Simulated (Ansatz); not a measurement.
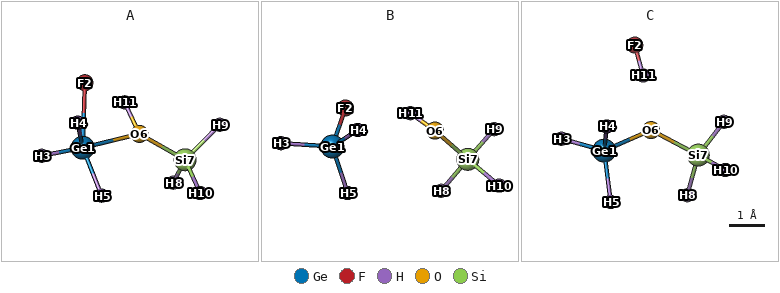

3 geometries from a converged minimum-energy path of GeSiH7OF, shuffled. Style: ball-and-stick. Shown at a tilt.

All numbers below come from RKS BHLYP-D4/def2-mTZVP (Ansatz 0.2.0). Run with 7 movable images; climbing image; force threshold 0.05 eV/Å; iteration limit 60; starting path through a guess of the saddle point.

Q: One of them is the converged climbing image. Which?

A: A. In order along the path, whose images run from 0 to 8: B (image 0, 0.0 kcal/mol), A (image 4, +27.5 kcal/mol), C (image 8, +2.1 kcal/mol). Breaking: Ge1–F2 (1.76 → 2.11 at the top → 3.55 Å), O6–H11 (0.96 → 1.05 at the top → 1.66 Å). Forming: F2–H11 (1.92 → 1.33 at the top → 0.94 Å), Ge1–O6 (3.23 → 1.96 at the top → 1.80 Å).

Cost: 4.9 min on 4 threads of Arm Neoverse V2, with other jobs on the host, peak memory 0.31 GiB.
